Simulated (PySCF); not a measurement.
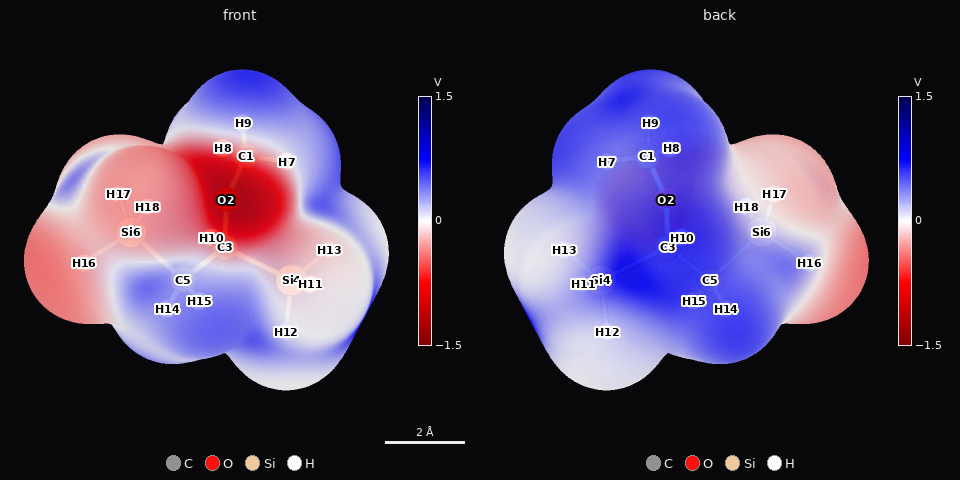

*C$_{3}$H$_{12}$OSi$_{2}$. The electrostatic potential painted on the density surface at 0.001 e/bohr³, seen from the front and from behind; the colour scale runs from red (negative) to blue (positive).*

Geometry: GFN2-xTB.

Method: PBE0/pcSseg-1, SCF density, gas phase, non-relativistic in PySCF 2.14.0.

```yaml
atoms:
  - { symbol: C, position_ang: [-0.8816, 1.8448, 0.6295] }
  - { symbol: O, position_ang: [-0.2086, 0.9306, -0.1844] }
  - { symbol: C, position_ang: [-0.2600, -0.4327, 0.2589] }
  - { symbol: Si, position_ang: [-1.9003, -1.2596, -0.2736] }
  - { symbol: C, position_ang: [0.9695, -1.0823, -0.3601] }
  - { symbol: Si, position_ang: [2.3318, 0.2510, -0.3932] }
  - { symbol: H, position_ang: [-1.9579, 1.6417, 0.6625] }
  - { symbol: H, position_ang: [-0.4916, 1.8286, 1.6555] }
  - { symbol: H, position_ang: [-0.7161, 2.8306, 0.1971] }
  - { symbol: H, position_ang: [-0.1400, -0.4380, 1.3539] }
  - { symbol: H, position_ang: [-2.0721, -1.0214, -1.7042] }
  - { symbol: H, position_ang: [-1.8077, -2.6870, 0.0311] }
  - { symbol: H, position_ang: [-3.0316, -0.6912, 0.4659] }
  - { symbol: H, position_ang: [1.2522, -1.9681, 0.2061] }
  - { symbol: H, position_ang: [0.7545, -1.4068, -1.3783] }
  - { symbol: H, position_ang: [3.6097, -0.4563, -0.5722] }
  - { symbol: H, position_ang: [2.3859, 0.9423, 0.8963] }
  - { symbol: H, position_ang: [2.1552, 1.1803, -1.5026] }
```

Describe the electrostatic potential map.

The most negative region (about −1.1 V) lies over O2, the most positive (about +0.7 V) over Si4. O2 is the likeliest acceptor of a hydrogen bond.
